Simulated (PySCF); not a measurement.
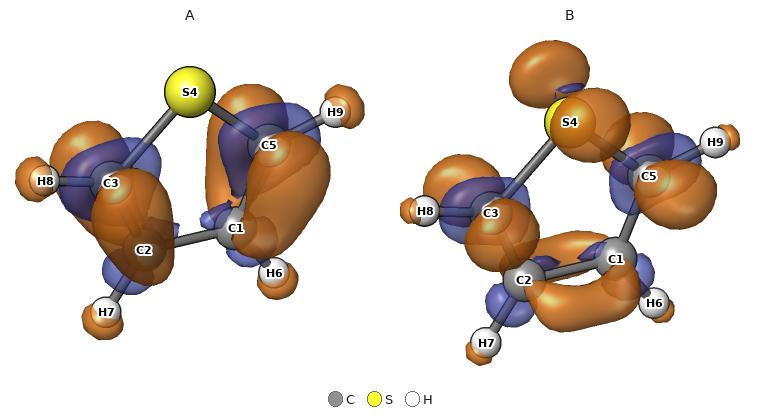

Figure 1: C₄H₄S, SMILES `c1ccsc1`. The two Fukui functions at ±0.04 e/Å³ (orange positive, blue negative).

Method: M06-2X/def2-SVP; geometry: GFN2-xTB; program: PySCF. No frequency check shows the geometry to be a minimum. GFN2-xTB bond lengths at metals and heavier atoms can be off by up to 0.1 Å and shapes distorted, which carries into these values.

Q: Which panel is f⁻ (electron removed) and which f⁺ (electron added)?

A: A is f⁻, B is f⁺. f⁻ (Hirshfeld-condensed) is largest on C3 and C5 (0.18 each), S4 (0.17) and C1 and C2 (0.10 each); the vertical ionisation energy is 9.18 eV. f⁺ (Hirshfeld-condensed) is largest on S4 (0.24) and C3 and C5 (0.15 each); the vertical electron affinity is −1.92 eV (the stability of the anion's solution wasn't checked; negative, but this basis has no diffuse functions, so it doesn't show that the anion is unbound).

Q: What chemical potential and hardness follow from the two energies?

A: μ = −(I + A)/2 = −3.63 eV and η = I − A = 11.11 eV.

Cost of the run: 5 min on 1 thread of Intel(R) Xeon(R) Platinum 8259CL CPU @ 2.50GHz (Skylake/Cascade Lake), on a shared host, peak memory 0.64 GiB.
